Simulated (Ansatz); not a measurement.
# HfN+ (septet): one geometry, many settings

What do other methods and options give for HfN+ (septet) at this geometry, and how long do they take?

The runs use Ansatz 0.2.0, Gaussian basis; the settings change from run to run.

13 further runs of the same task are left out: 7 for a known fault of the program, 4 that didn't finish, 2 set aside as unsound or not needed.

### 1 The system

The geometry is a PBE0/def2-TZVP stationary point (not a proven minimum) of the parent state, kept for this charge and spin. No spin-orbit coupling is included. Elements past krypton take def2 core potentials.

2 atoms, charge 1, spin multiplicity 7.

Atoms are counted from 1 here; the program's logs count them from 0.

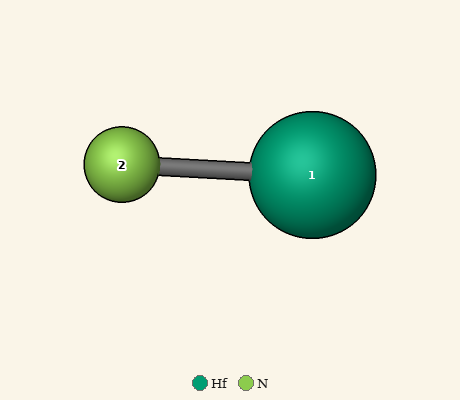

The geometry (hafnium teal, nitrogen green); atoms are numbered from 1 in the order of the file.

### 2 BCCD on UHF/def2-SVP

in.yaml

```yaml
crystal:
  periodic: [false, false, false]
  atoms:
    - {symbol: Hf, position_ang: [0.000000, 0.000000, 0.000000]}
    - {symbol: N, position_ang: [0.000000, 0.000000, 2.048600]}
basis:
  gaussian: {orbitals: def2-SVP}
total_charge: 1
magnetization: {spin_polarized: true, initial_magnetization: 6}
correlation: {method: bccd, electrons: valence}
output: {forces: true}
```

Run with:

```sh
ansatz run in.yaml --threads 1 --pin off --events-out ev --progress --plain --max-ram 2393MiB
```

Log, cut to the lines that bear on the results:

```text
Functional definition: HF
  name "HF"
  cite "Fock, Z. Phys. 61, 126 (1930) doi:10.1007/BF01340294"
  parent pbe
[...]
464 factors; integrals over basis functions are off by at most 8.1e-4 eV
[...]
mean field -2760.16691888 eV, -101.4342633605 hartree, gradient 5.2e-6 eV, S^2 12.009901; 28 other end points of the search recorded, 0 dependent functions left out
determinant -2760.16691888 eV, -101.4342633605 hartree, with singles and doubles -2766.00647688 eV, -101.6488631588 hartree
determinant -2760.03052006 eV, -101.4292507964 hartree, with singles and doubles -2765.87585751 eV, -101.6440629856 hartree
determinant -2759.98635415 eV, -101.4276277289 hartree, with singles and doubles -2765.86612000 eV, -101.6437051386 hartree
determinant -2759.87795912 eV, -101.4236442850 hartree, with singles and doubles -2765.87293721 eV, -101.6439556664 hartree
determinant -2759.45149752 eV, -101.4079721106 hartree, with singles and doubles -2765.37965253 eV, -101.6258277888 hartree
determinant -2759.45102304 eV, -101.4079546737 hartree, with singles and doubles -2765.38010100 eV, -101.6258442699 hartree
determinant -2758.93735811 eV, -101.3890778358 hartree, with singles and doubles -2764.67479731 eV, -101.5999248371 hartree
determinant -2758.11769551 eV, -101.3589557906 hartree, with singles and doubles -2763.78410464 eV, -101.5671924855 hartree
[...]
determinant -2757.00989963 eV, -101.3182450428 hartree, with singles and doubles -2762.75954638 eV, -101.5295406637 hartree
determinant -2756.78187220 eV, -101.3098651895 hartree, with singles and doubles -2762.45153173 eV, -101.5182213340 hartree
determinant -2756.71486676 eV, -101.3074027850 hartree, with singles and doubles -2762.41892608 eV, -101.5170230985 hartree
determinant -2760.16691888 eV, -101.4342633605 hartree, with singles and doubles -2766.00976998 eV, -101.6489841781 hartree
determinant -2760.03052006 eV, -101.4292507964 hartree, with singles and doubles -2765.88015519 eV, -101.6442209223 hartree
determinant -2759.98635415 eV, -101.4276277289 hartree, with singles and doubles -2765.87028612 eV, -101.6438582407 hartree
determinant -2759.87795912 eV, -101.4236442850 hartree, with singles and doubles -2765.88003504 eV, -101.6442165068 hartree
1 core orbitals not correlated: weight in the atoms' cores, before any rotation towards them, 1.000 or more for the frozen orbitals, at most 0.000 for the correlated occupied ones
reference -2760.16691888 eV, -101.4342633605 hartree; 11, 5 occupied and 34, 40 virtual orbitals, 464 factors
second order -5.23719183 eV of doubles, -0.00000000 eV of singles
cycle   1  -5.83495131 eV  change    7.9e-3 eV  update   4.2e-3
[...]
cycle  18  -5.83432258 eV  change   -9.5e-8 eV  update   8.8e-8
[...]
Total energy: -2766.00124146 eV, -101.6486707608 hartree
Atom 0 at     0.000000     0.000000     0.000000 Å, force    -0.000000    -0.000000    -5.506381 eV/Å
Atom 1 at     0.000000     0.000000     2.048600 Å, force     0.000000     0.000000     5.506381 eV/Å
Dipole moment:     0.000000     0.000000     0.294047 e Å
```

Wall time 29 s (1 thread of Arm Neoverse V1, shared host).

From the report: ⟨S²⟩ of the determinant 12.010 (pure septet: 12.00); correlation -5.8343 eV; largest double amplitude 0.02.

### 3 CCSD on ROHF/def2-mTZVP

in.yaml

```yaml
crystal:
  periodic: [false, false, false]
  atoms:
    - {symbol: Hf, position_ang: [0.000000, 0.000000, 0.000000]}
    - {symbol: N, position_ang: [0.000000, 0.000000, 2.048600]}
basis:
  gaussian: {orbitals: def2-mTZVP}
total_charge: 1
magnetization: {spin_polarized: false, initial_magnetization: 6}
correlation: {method: ccsd, electrons: outside_noble_gas}
accuracy: high
```

The command is unchanged.

Log, cut to the lines that bear on the results:

```text
Functional definition: HF
  name "HF"
  cite "Fock, Z. Phys. 61, 126 (1930) doi:10.1007/BF01340294"
  parent pbe
[...]
1040 factors; integrals over basis functions are off by at most 6.9e-8 eV
[...]
mean field -2761.48981418 eV, -101.4828788662 hartree, gradient 1.4e-8 eV, S^2 12.000000; 36 other end points of the search recorded, 0 dependent functions left out
[...]
determinant -2761.48981418 eV, -101.4828788662 hartree, with singles and doubles -2764.31903512 eV, -101.5868508180 hartree
determinant -2761.36660286 eV, -101.4783509336 hartree, with singles and doubles -2764.21258216 eV, -101.5829387437 hartree
determinant -2761.32061577 eV, -101.4766609394 hartree, with singles and doubles -2764.21089768 eV, -101.5828768402 hartree
determinant -2761.22736961 eV, -101.4732342062 hartree, with singles and doubles -2764.22421485 eV, -101.5833662373 hartree
[...]
determinant -2758.63323962 eV, -101.3779016871 hartree, with singles and doubles -2761.59591549 eV, -101.4867780175 hartree
determinant -2758.51168743 eV, -101.3734347266 hartree, with singles and doubles -2761.44005851 eV, -101.4810503788 hartree
determinant -2758.42622860 eV, -101.3702941727 hartree, with singles and doubles -2761.37674917 eV, -101.4787238037 hartree
determinant -2758.34808787 eV, -101.3674225539 hartree, with singles and doubles -2761.30740096 eV, -101.4761753039 hartree
5 core orbitals not correlated: weight in the atoms' cores, before any rotation towards them, 0.964 or more for the frozen orbitals, at most 0.031 for the correlated occupied ones
reference -2761.48981418 eV, -101.4828788662 hartree; 7, 1 occupied and 43, 49 virtual orbitals, 1040 factors
second order -2.30796370 eV of doubles, -0.05056007 eV of singles
cycle   1  -2.88039080 eV  change   -1.5e-7 eV  update   4.0e-6
[...]
cycle  38  -2.88039017 eV  change  -9.6e-11 eV  update  9.0e-10
Total energy: -2764.37020435 eV, -101.5887312525 hartree
```

Wall time 42 s (1 thread of Arm Neoverse V1, shared host).

From the report: correlation -2.8804 eV; T1 0.016; largest double amplitude 0.03.

### 4 BCCD(T) on ROHF/def2-SVP

in.yaml

```yaml
crystal:
  periodic: [false, false, false]
  atoms:
    - {symbol: Hf, position_ang: [0.000000, 0.000000, 0.000000]}
    - {symbol: N, position_ang: [0.000000, 0.000000, 2.048600]}
basis:
  gaussian: {orbitals: def2-SVP}
total_charge: 1
magnetization: {spin_polarized: false, initial_magnetization: 6}
correlation: {method: bccd_t, electrons: outside_noble_gas}
accuracy: high
output: {forces: true}
```

The command is unchanged.

Log, cut to the lines that bear on the results:

```text
Functional definition: HF
  name "HF"
  cite "Fock, Z. Phys. 61, 126 (1930) doi:10.1007/BF01340294"
  parent pbe
[...]
922 factors; integrals over basis functions are off by at most 3.3e-9 eV
[...]
mean field -2759.98188024 eV, -101.4274633159 hartree, gradient 7.3e-8 eV, S^2 12.000000; 30 other end points of the search recorded, 0 dependent functions left out
[...]
determinant -2759.98188024 eV, -101.4274633159 hartree, with singles and doubles -2762.90069361 eV, -101.5347277288 hartree
determinant -2759.84876659 eV, -101.4225714795 hartree, with singles and doubles -2762.77802762 eV, -101.5302198369 hartree
determinant -2759.80740149 eV, -101.4210513400 hartree, with singles and doubles -2762.77392204 eV, -101.5300689597 hartree
determinant -2759.70583467 eV, -101.4173188284 hartree, with singles and doubles -2762.79180445 eV, -101.5307261260 hartree
[...]
determinant -2759.70583467 eV, -101.4173188284 hartree, with singles and doubles -2762.81304899 eV, -101.5315068483 hartree
[...]
5 core orbitals not correlated: weight in the atoms' cores, before any rotation towards them, 0.966 or more for the frozen orbitals, at most 0.029 for the correlated occupied ones
reference -2759.98188024 eV, -101.4274633159 hartree; 7, 1 occupied and 34, 40 virtual orbitals, 922 factors
second order -2.32749650 eV of doubles, -0.05336601 eV of singles
cycle   1  -2.91984943 eV  change   -1.0e-4 eV  update   2.7e-3
[...]
cycle  33  -2.91872019 eV  change  -9.6e-11 eV  update  7.4e-10
perturbative correction -0.04001883 eV, -0.0014706650 hartree
[...]
Total energy: -2762.94061926 eV, -101.5361949693 hartree
Atom 0 at     0.000000     0.000000     0.000000 Å, force    -0.000000    -0.000000    -5.835199 eV/Å
Atom 1 at     0.000000     0.000000     2.048600 Å, force     0.000000     0.000000     5.835199 eV/Å
Dipole moment:     0.000000    -0.000000     0.288286 e Å
```

It took 30 s on 1 thread of Arm Neoverse V1, shared host; peak memory 0.3 GiB.

From the report: correlation -2.9587 eV; largest double amplitude 0.03.

### 5 BCCD(T)/def2-SVP

in.yaml, as its differences from that of step 4:

```diff
@@ -9,4 +9,4 @@
 magnetization: {spin_polarized: false, initial_magnetization: 6}
-correlation: {method: bccd_t, electrons: outside_noble_gas}
-accuracy: high
-output: {forces: true}
+hamiltonian: {xc: {name: r2SCAN}}
+correlation: {method: bccd_t, electrons: all}
+scf: {lower_state_search: full}
```

Launched as before.

Log, cut to the lines that bear on the results:

```text
Functional definition: r2SCAN
  name "r2SCAN"
  cite "Furness, Kaplan, Ning, Perdew & Sun, J. Phys. Chem. Lett. 11, 8208 (2020) doi:10.1021/acs.jpclett.0c02405"
  cite "Furness, Kaplan, Ning, Perdew & Sun, J. Phys. Chem. Lett. 11, 9248 (2020) doi:10.1021/acs.jpclett.0c03077"
  parent r2scan
[...]
464 factors; integrals over basis functions are off by at most 8.1e-4 eV
[...]
mean field -2778.27429863 eV, -102.0996972927 hartree, gradient 2.4e-6 eV, S^2 12.000000; 21 other end points of the search recorded, 0 dependent functions left out
[...]
reference -2759.76091701 eV, -101.4193430670 hartree; 12, 6 occupied and 34, 40 virtual orbitals, 464 factors
second order -5.51201246 eV of doubles, -0.29445257 eV of singles
cycle   1  -6.16126320 eV  change   -3.6e-1 eV  update   4.4e-2
[...]
cycle  15  -6.28768878 eV  change   -4.6e-6 eV  update   2.1e-5
perturbative correction -0.10768885 eV, -0.0039574922 hartree
Total energy: -2766.15629464 eV, -101.6543688598 hartree
```

Run time: 54 s. Hardware: 1 thread of Arm Neoverse V1, shared host.

From the report: correlation -6.3954 eV; largest double amplitude 0.02.

### 6 BCCD on ROHF/def2-mTZVP

in.yaml

```yaml
crystal:
  periodic: [false, false, false]
  atoms:
    - {symbol: Hf, position_ang: [0.000000, 0.000000, 0.000000]}
    - {symbol: N, position_ang: [0.000000, 0.000000, 2.048600]}
basis:
  gaussian: {orbitals: def2-mTZVP}
total_charge: 1
magnetization: {spin_polarized: false, initial_magnetization: 6}
correlation: {method: bccd, electrons: outside_noble_gas}
scf: {lower_state_search: light}
```

Same command.

Log, cut to the lines that bear on the results:

```text
Functional definition: HF
  name "HF"
  cite "Fock, Z. Phys. 61, 126 (1930) doi:10.1007/BF01340294"
  parent pbe
[...]
556 factors; integrals over basis functions are off by at most 3.7e-4 eV
[...]
mean field -2761.48971253 eV, -101.4828751305 hartree, gradient 5.7e-6 eV, S^2 12.000000; 32 other end points of the search recorded, 0 dependent functions left out
[...]
determinant -2761.48971253 eV, -101.4828751305 hartree, with singles and doubles -2764.31876341 eV, -101.5868408326 hartree
determinant -2761.36650317 eV, -101.4783472701 hartree, with singles and doubles -2764.21028928 eV, -101.5828544818 hartree
determinant -2761.32051498 eV, -101.4766572352 hartree, with singles and doubles -2764.20895422 eV, -101.5828054196 hartree
determinant -2761.22726278 eV, -101.4732302801 hartree, with singles and doubles -2764.22646995 eV, -101.5834491107 hartree
[...]
determinant -2758.63312465 eV, -101.3778974622 hartree, with singles and doubles -2761.59580045 eV, -101.4867737898 hartree
determinant -2758.51160657 eV, -101.3734317551 hartree, with singles and doubles -2761.43981810 eV, -101.4810415440 hartree
determinant -2758.42611991 eV, -101.3702901785 hartree, with singles and doubles -2761.37663628 eV, -101.4787196551 hartree
determinant -2758.34797649 eV, -101.3674184605 hartree, with singles and doubles -2761.30728464 eV, -101.4761710290 hartree
5 core orbitals not correlated: weight in the atoms' cores, before any rotation towards them, 0.964 or more for the frozen orbitals, at most 0.031 for the correlated occupied ones
reference -2761.48971253 eV, -101.4828751305 hartree; 7, 1 occupied and 43, 49 virtual orbitals, 556 factors
second order -2.30796029 eV of doubles, -0.05055974 eV of singles
cycle   1  -2.88059086 eV  change   -2.0e-4 eV  update   2.4e-3
[...]
cycle  10  -2.87967699 eV  change   -1.4e-6 eV  update   8.3e-6
Total energy: -2764.36938952 eV, -101.5887013082 hartree
```

Wall time 22 s (1 thread of Arm Neoverse V1, shared host).

From the report: correlation -2.8797 eV; largest double amplitude 0.03.

### 7 All runs side by side

| level | correlated | functions | energy (eV) | time |
| --- | --- | --- | --- | --- |
| BCCD on UHF/def2-SVP | valence | 46 | -2766.0012 | 29 s |
| CCSD on ROHF/def2-mTZVP | outside noble gas | 55 | -2764.3702 | 42 s |
| BCCD(T) on ROHF/def2-SVP | outside noble gas | 46 | -2762.9406 | 30 s |
| BCCD(T)/def2-SVP (on r2SCAN orbitals) | all | 46 | -2766.1563 | 54 s |
| BCCD on ROHF/def2-mTZVP | outside noble gas | 55 | -2764.3694 | 22 s |

### 8 Results

| quantity | value |
| --- | --- |
| runs | 5 |
| quickest | BCCD on ROHF/def2-mTZVP, 22 s |
| slowest | BCCD(T)/def2-SVP (on r2SCAN orbitals), 54 s |

Total energies in different bases, with other cores or another treatment of relativity can't be set against each other. BCCD(T)/def2-SVP (on r2SCAN orbitals) took 3 times as long as BCCD on ROHF/def2-mTZVP; the jobs differ in more than the method.
